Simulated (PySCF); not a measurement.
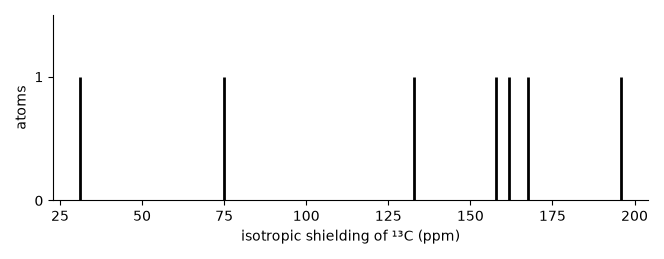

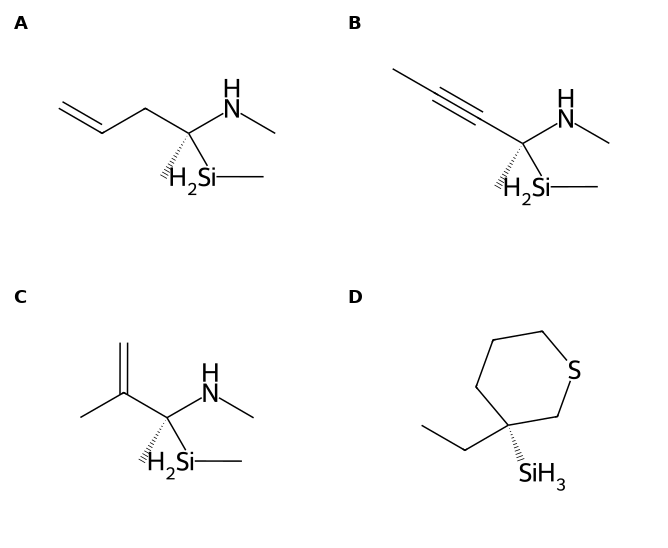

The sticks are computed shieldings of one of the molecules, for one fixed geometry (GFN2-xTB) without averaging over rotations. Low shielding means a high chemical shift. Method: GIAO PBE0/pcSseg-1 NMR shielding, non-relativistic, gas phase (PySCF 2.14.0).

> Match the spectrum to a structure.

C, `C=C(C)[C@@](C)(NC)[SiH2]C`. Its 7 C atoms give lines at 31.2, 75.0, 132.9, 157.8, 161.6, 167.4, 195.8 ppm.

The geometry is semi-empirical. Around Si such bond lengths and angles can be off by a tenth of an ångström or more and by several degrees, and values that hang on the shape move with them.
